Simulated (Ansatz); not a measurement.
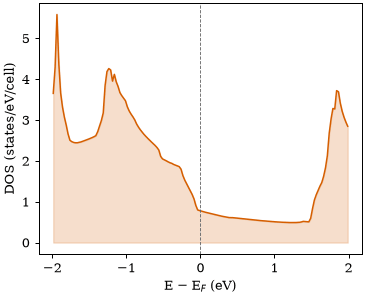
Density of states of Ir₂P (Fm-3m) near the Fermi level, Ansatz (a first-principles code) with PBEsol, rigid bands.

With 3 atoms a cell, what bare Sommerfeld coefficient γ = (π²/3) k_B² N(E_F) follows?

N(E_F) ≈ 0.80 states/eV a cell at 300 K, so γ ≈ 0.63 mJ/(mol of atoms·K²), before electron-phonon enhancement.

How far does the Fermi level move in a rigid band for 0.1 electron a cell added or removed?

133 meV and -106 meV.

A metal at this level (no band gap); rigid bands, thermally averaged at 300 K, both spins. Spin-orbit coupling is left out, which matters with elements this heavy. Geometry: cell and atoms relaxed with PBEsol.

Formula and space group known from diffraction (Crystallography Open Database), not checked to be the room-temperature form: Ir2P (Fm-3m).
